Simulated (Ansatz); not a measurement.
**C₂H₄BN: small, medium and large basis sets**

How large a basis does C₂H₄BN need? Two functionals are run in growing sets.

Program: Ansatz 0.2.0, Gaussian basis. Level of theory: one geometry, several basis sets. These are calculated values, not measurements.

Levels to be run: PBE0-D4/def2-SVP; ωB97M-V/def2-SVP; PBE0-D4/def2-QZVPP; ωB97M-V/def2-QZVPP; the functionals' def2-TZVPP values are taken from earlier runs.

## 1. Structure used throughout

All runs share one geometry, relaxed beforehand with PBE0-D4 in a triple-zeta def2 set.

8 atoms, charge 0, spin multiplicity 1.

Atoms are counted from 1 here; the program's logs count them from 0.

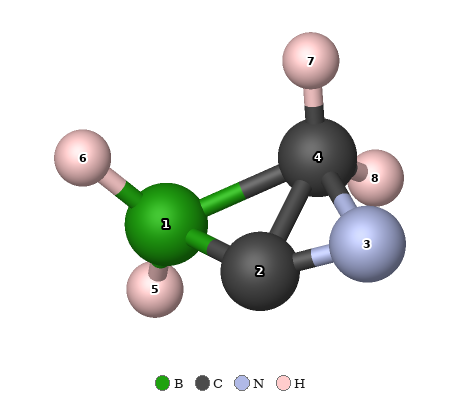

The structure; boron green, carbon dark grey, nitrogen light blue, hydrogen pink; atoms are numbered from 1 in the order of the file.

## 2. PBE0-D4 in def2-SVP

in.yaml reads:

```yaml
crystal:
  periodic: [false, false, false]
  atoms:
    - {symbol: B, position_ang: [-0.741354, 0.553566, -0.339332]}
    - {symbol: C, position_ang: [-0.694064, -0.676222, 0.557028]}
    - {symbol: N, position_ang: [0.172349, -1.401292, 0.997966]}
    - {symbol: C, position_ang: [0.766932, -0.228026, 0.076068]}
    - {symbol: H, position_ang: [-1.084119, 0.368099, -1.466914]}
    - {symbol: H, position_ang: [-0.908936, 1.598377, 0.211670]}
    - {symbol: H, position_ang: [1.368951, 0.413995, 0.704127]}
    - {symbol: H, position_ang: [1.212339, -0.685699, -0.796413]}
basis:
  gaussian: {orbitals: def2-SVP}
hamiltonian: {xc: pbe0, dispersion: d4}
output: {orbitals: {seedname: orbitals}}
```

Started as:

```
ansatz run in.yaml --threads 2 --pin off --events-out ev --progress --plain --max-ram 4352MiB
```

Output:

```text
Functional definition: PBE0
  name "PBE0"
  cite "Adamo & Barone, J. Chem. Phys. 110, 6158 (1999) doi:10.1063/1.478522"
  cite "Perdew, Burke & Ernzerhof, Phys. Rev. Lett. 77, 3865 (1996) doi:10.1103/PhysRevLett.77.3865"
  parent pbe
  parameter a = 0.25
  parameter kappa = 0.804
  parameter beta = 0.06672455060314922
  exchange = (1 - a)*pbe_x(kappa = kappa, mu = beta*pi^2/3) + a*exact_x
  correlation = pbe_c(beta = beta)
874 factors; their error is unknown
mean field evaluation 1: about -4292.0716 eV, gradient 2.8e1 eV
mean field evaluation 2: about -4292.4264 eV, gradient 2.8e1 eV
mean field evaluation 4: about -4294.3321 eV, gradient 2.3e0 eV
mean field evaluation 8: about -4294.3454 eV, gradient 3.7e-2 eV
mean field evaluation 16: about -4294.3374 eV, gradient 3.1e-5 eV
mean field -4294.33739537 eV, -157.8139884733 hartree, gradient 3.1e-5 eV, S^2 0.000000; 0 other end points of the search recorded, 0 dependent functions left out
reference -4294.33741730 eV, -157.8139892792 hartree; 14, 14 occupied and 62, 62 virtual orbitals, 874 factors
Total energy: -4294.44211833 eV, -157.8178369712 hartree
```

Run time: 0.7 s. Hardware: 2 threads of Arm Neoverse V2, shared host.

## 3. ωB97M-V in def2-SVP

in.yaml, as its differences from that of step 2:

```diff
@@ -13,3 +13,3 @@
   gaussian: {orbitals: def2-SVP}
-hamiltonian: {xc: pbe0, dispersion: d4}
+hamiltonian: {xc: {name: wB97M-V}}
 output: {orbitals: {seedname: orbitals}}
```

The command is unchanged.

Output, shortened:

```text
Functional definition: wB97M-V
  name "wB97M-V"
  cite "Mardirossian & Head-Gordon, J. Chem. Phys. 144, 214110 (2016) doi:10.1063/1.4952647"
  cite "Becke, J. Chem. Phys. 107, 8554 (1997) doi:10.1063/1.475007"
  cite "Vydrov & Van Voorhis, J. Chem. Phys. 133, 244103 (2010) doi:10.1063/1.3521275"
  # Of w^i u^j: cxij and so on, Table III.
[...]
  gx(w, u) = 1 - cx + cx01*u + cx10*w
  gss(w, u) = css00 + css04*u^4 + css10*w + css20*w^2 + css43*w^4*u^3
  gos(w, u) = cos00 + cos10*w + (cos20 + cos21*u)*w^2 + (cos60 + cos61*u)*w^6
[...]
      + integral(e_c_pw_mod_opposite_spin*gos(b97_w_opposite, b97_u_opposite)) + vv10(b, c)
874 factors; their error is unknown
216 factors; integrals over basis functions are off by at most 8.4e-6 eV
[...]
mean field -4297.64701687 eV, -157.9356148202 hartree, gradient 4.3e-6 eV, S^2 0.000000; 0 other end points of the search recorded, 0 dependent functions left out
reference -4297.64705021 eV, -157.9356160454 hartree; 14, 14 occupied and 62, 62 virtual orbitals, 874 factors
Total energy: -4297.64705021 eV, -157.9356160454 hartree
```

Run time: 2.8 s. Hardware: 2 threads of Arm Neoverse V2, shared host.

## 4. PBE0-D4 in def2-QZVPP

in.yaml, as its differences from that of step 3:

```diff
@@ -12,4 +12,4 @@
 basis:
-  gaussian: {orbitals: def2-SVP}
-hamiltonian: {xc: {name: wB97M-V}}
+  gaussian: {orbitals: "def2-QZVPP.json"}
+hamiltonian: {xc: pbe0, dispersion: d4}
 output: {orbitals: {seedname: orbitals}}
```

Launched as before.

Output:

```text
Functional definition: PBE0
  name "PBE0"
  cite "Adamo & Barone, J. Chem. Phys. 110, 6158 (1999) doi:10.1063/1.478522"
  cite "Perdew, Burke & Ernzerhof, Phys. Rev. Lett. 77, 3865 (1996) doi:10.1103/PhysRevLett.77.3865"
  parent pbe
  parameter a = 0.25
  parameter kappa = 0.804
  parameter beta = 0.06672455060314922
  exchange = (1 - a)*pbe_x(kappa = kappa, mu = beta*pi^2/3) + a*exact_x
  correlation = pbe_c(beta = beta)
962 factors; their error is unknown
mean field evaluation 1: about -4295.0327 eV, gradient 4.3e1 eV
mean field evaluation 2: about -4295.0110 eV, gradient 4.3e1 eV
mean field evaluation 4: about -4299.3859 eV, gradient 3.4e0 eV
mean field evaluation 8: about -4299.4132 eV, gradient 3.5e-1 eV
mean field -4299.41329149 eV, -158.0005242152 hartree, gradient 3.2e-5 eV, S^2 0.000000; 0 other end points of the search recorded, 0 dependent functions left out
reference -4299.41332701 eV, -158.0005255207 hartree; 14, 14 occupied and 334, 334 virtual orbitals, 962 factors
Total energy: -4299.51802805 eV, -158.0043732127 hartree
```

Run time: 4.5 s. Hardware: 2 threads of Arm Neoverse V2, shared host; peak memory 0.91 GiB.

## 5. ωB97M-V in def2-QZVPP

in.yaml, as its differences from that of step 4:

```diff
@@ -13,3 +13,3 @@
   gaussian: {orbitals: "def2-QZVPP.json"}
-hamiltonian: {xc: pbe0, dispersion: d4}
+hamiltonian: {xc: {name: wB97M-V}}
 output: {orbitals: {seedname: orbitals}}
```

The command is unchanged.

Output, shortened:

```text
Functional definition: wB97M-V
  name "wB97M-V"
  cite "Mardirossian & Head-Gordon, J. Chem. Phys. 144, 214110 (2016) doi:10.1063/1.4952647"
  cite "Becke, J. Chem. Phys. 107, 8554 (1997) doi:10.1063/1.475007"
  cite "Vydrov & Van Voorhis, J. Chem. Phys. 133, 244103 (2010) doi:10.1063/1.3521275"
  # Of w^i u^j: cxij and so on, Table III.
[...]
  gx(w, u) = 1 - cx + cx01*u + cx10*w
  gss(w, u) = css00 + css04*u^4 + css10*w + css20*w^2 + css43*w^4*u^3
  gos(w, u) = cos00 + cos10*w + (cos20 + cos21*u)*w^2 + (cos60 + cos61*u)*w^6
[...]
      + integral(e_c_pw_mod_opposite_spin*gos(b97_w_opposite, b97_u_opposite)) + vv10(b, c)
962 factors; their error is unknown
283 factors; integrals over basis functions are off by at most 7.7e-6 eV
[...]
mean field -4302.94493708 eV, -158.1303097969 hartree, gradient 2.9e-5 eV, S^2 0.000000; 0 other end points of the search recorded, 0 dependent functions left out
reference -4302.94499427 eV, -158.1303118987 hartree; 14, 14 occupied and 334, 334 virtual orbitals, 962 factors
Total energy: -4302.94499427 eV, -158.1303118987 hartree
```

It took 13 s on 2 threads of Arm Neoverse V2, shared host; peak memory 1.1 GiB.

## 6. Functionals by basis

The def2-TZVPP values come from earlier runs at the same geometry.

```
functional       basis  functions  energy (eV)  from the largest (eV)  HOMO (eV)  LUMO (eV)
   PBE0-D4    def2-SVP         76   -4294.4421                  5.076      -9.04      -0.53
   PBE0-D4  def2-TZVPP        180   -4299.2736                  0.244      -9.07      -0.60
   PBE0-D4  def2-QZVPP        348   -4299.5180                  0.000      -9.08      -0.65
   ωB97M-V    def2-SVP         76   -4297.6471                  5.298     -11.23       1.81
   ωB97M-V  def2-TZVPP        180   -4302.7170                  0.228     -11.29       1.67
   ωB97M-V  def2-QZVPP        348   -4302.9450                  0.000     -11.30       1.53
```

## 7. Summary of results

| quantity | value |
| --- | --- |
| PBE0-D4: double and triple zeta above quadruple | 5.08, 0.24 eV |
| ωB97M-V: double and triple zeta above quadruple | 5.30, 0.23 eV |

What this shows: PBE0-D4 gains 4.83 eV from double to triple zeta, then 0.24 eV more. These are total energies; as a rule much of such shifts cancels in differences, which this series doesn't test.

For PBE0-D4 the largest set took about 6 times as long as the smallest (4.5 s against 0.7 s).
